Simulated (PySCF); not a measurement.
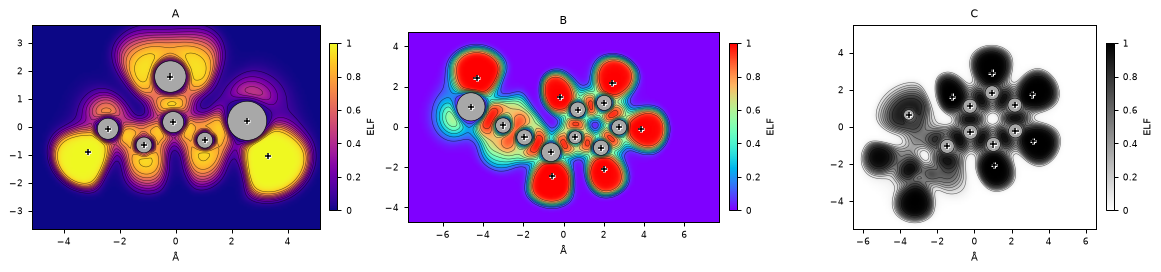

The ELF of 3 systems, each on a plane through atoms (crosses mark nuclei in the plane; grey discs cover the cores).

Computed with PBE0/pcSseg-1, SCF density, gas phase, non-relativistic (PySCF 2.14.0).

System 1: C10H10OS, the plane of atoms C6, C7 and C12. Geometry: PBE0-D3(BJ)/def2-SVP.

```xyz
22

O     2.0719   -1.4808    1.5826
S     1.9234    0.0134    1.4592
C     3.4141    0.6754    0.6150
C     3.2337    0.4966   -0.8852
C     1.7589    0.5084   -1.1310
C     0.9688    0.3178   -0.0645
C    -0.4908    0.1995   -0.0089
C    -1.0922   -0.7376    0.8470
C    -2.4783   -0.8575    0.8906
C    -3.2823   -0.0496    0.0872
C    -2.6928    0.8861   -0.7625
C    -1.3076    1.0119   -0.8088
H     4.2694    0.1432    1.0531
H     3.4655    1.7393    0.8946
H     3.6519   -0.4653   -1.2311
H     3.7578    1.2842   -1.4506
H     1.3536    0.5917   -2.1447
H    -0.4573   -1.3863    1.4561
H    -2.9342   -1.5951    1.5550
H    -4.3700   -0.1461    0.1255
H    -3.3171    1.5304   -1.3863
H    -0.8475    1.7622   -1.4566
```

System 2: C2H6O2SSi (SMILES COC(=S)O[SiH3]), the plane of atoms O2, C3 and O5. Geometry: GFN2-xTB.

```yaml
atoms:
  - { symbol: C, position_ang: [2.4501, 0.0006, 0.4447] }
  - { symbol: O, position_ang: [1.1846, 0.2043, 1.0461] }
  - { symbol: C, position_ang: [0.1079, 0.0087, 0.2999] }
  - { symbol: S, position_ang: [0.1393, -0.4597, -1.2624] }
  - { symbol: O, position_ang: [-0.9955, 0.2328, 0.9582] }
  - { symbol: Si, position_ang: [-2.5361, 0.0604, 0.3524] }
  - { symbol: H, position_ang: [3.1829, 0.1856, 1.2259] }
  - { symbol: H, position_ang: [2.5379, -1.0216, 0.0694] }
  - { symbol: H, position_ang: [2.5946, 0.6924, -0.3884] }
  - { symbol: H, position_ang: [-2.7402, -1.3365, -0.0094] }
  - { symbol: H, position_ang: [-3.2249, 0.4850, 1.5593] }
  - { symbol: H, position_ang: [-2.6993, 0.9473, -0.7923] }
```

System 3: C6H8BNSi (SMILES [SiH3]C#CBn1cccc1), the plane of atoms C8, C7 and H15. Geometry: GFN2-xTB.

```yaml
atoms:
  - { symbol: Si, position_ang: [4.0532, 0.0360, 1.0112] }
  - { symbol: C, position_ang: [2.4095, -0.3241, 0.2472] }
  - { symbol: C, position_ang: [1.3223, -0.5563, -0.2408] }
  - { symbol: B, position_ang: [-0.0285, -0.8479, -0.8464] }
  - { symbol: N, position_ang: [-1.1856, -0.2618, -0.2730] }
  - { symbol: C, position_ang: [-1.2254, 0.5809, 0.8195] }
  - { symbol: C, position_ang: [-2.5096, 0.9374, 1.0700] }
  - { symbol: C, position_ang: [-3.3198, 0.2912, 0.0926] }
  - { symbol: C, position_ang: [-2.4861, -0.4245, -0.7027] }
  - { symbol: H, position_ang: [3.8823, 1.1124, 1.9923] }
  - { symbol: H, position_ang: [4.9707, 0.4525, -0.0520] }
  - { symbol: H, position_ang: [4.5217, -1.1885, 1.6652] }
  - { symbol: H, position_ang: [-0.1426, -1.5482, -1.7797] }
  - { symbol: H, position_ang: [-0.3188, 0.8519, 1.3239] }
  - { symbol: H, position_ang: [-2.8580, 1.5830, 1.8523] }
  - { symbol: H, position_ang: [-4.3868, 0.3625, 0.0098] }
  - { symbol: H, position_ang: [-2.7055, -1.0445, -1.5498] }
```

Q: Which map belongs to which system?

A: Panel A is system 2, C2H6O2SSi: the plane holds C, O, S, Si and H. C–O (1.30 Å): the ELF peaks at about 0.90 between the atoms (a short, strongly polar bond). Panel B is system 3, C6H8BNSi: the plane holds Si, C, B, N and H. C–C (1.21 Å): the ELF peaks at about 0.85 between the atoms: a short, multiple covalent bond. Panel C is system 1, C10H10OS: the plane holds O, C and H.
